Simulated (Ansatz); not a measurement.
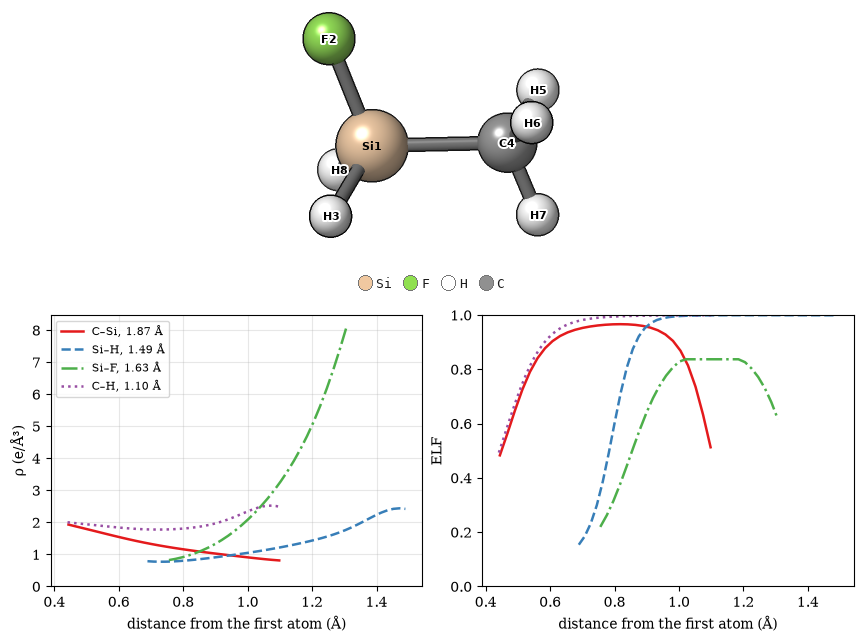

*CH5FSi. Total electron density and ELF along straight lines between neighbouring atoms. The curves leave out the atomic cores. The structure is drawn too.*

Theory: RKS B3LYP/def2-SVP in Ansatz 0.2.0.

Input

```
crystal:
  periodic: [false, false, false]
  atoms:
    - { symbol: Si, position_ang: [0.0, 0.0, 0.0] }
    - { symbol: F, position_ang: [0.0, 0.0, 1.59] }
    - { symbol: H, position_ang: [1.3768, 0.0, -0.4862] }
    - { symbol: C, position_ang: [-0.8808, 1.5259, -0.6227] }
    - { symbol: H, position_ang: [-1.9334, 1.2723, -0.8671] }
    - { symbol: H, position_ang: [-0.8624, 2.3106, 0.1622] }
    - { symbol: H, position_ang: [-0.3704, 1.9025, -1.5336] }
    - { symbol: H, position_ang: [-0.6877, -1.1914, -0.4862] }
basis:
  gaussian: { orbitals: def2-SVP }
hamiltonian:
  xc: b3lyp
relax:
  f_tol: 0.02
  max_steps: 40
output:
  orbitals: {}
```

Run with:

```sh
ansatz run input.yaml --threads 1 --pin off --max-ram 2048MiB --backend cpu --events-out ev --progress --plain --runs-dir out
```

The fields are those of the run's last geometry, not of the input's.

Q: What can be read from the curves?

A: C–Si (1.87 Å): ρ at the midpoint is about 0.99 e/Å³; the ELF peaks at about 0.95 between the atoms, as expected for a covalent bond.
Si–H (1.49 Å): ρ at the midpoint is about 0.77 e/Å³; the ELF climbs to about 1 towards the hydrogen, as it does in any bond to H.
Si–F (1.63 Å): ρ at the midpoint is about 0.97 e/Å³; the ELF peaks at about 0.85 in the valence shell of F, 0.6 Å from its nucleus, and is about 0.40 at the midpoint.
C–H (1.10 Å): ρ is about 1.9 e/Å³ halfway; the ELF climbs to about 1 towards the hydrogen: an ordinary covalent bond to hydrogen.
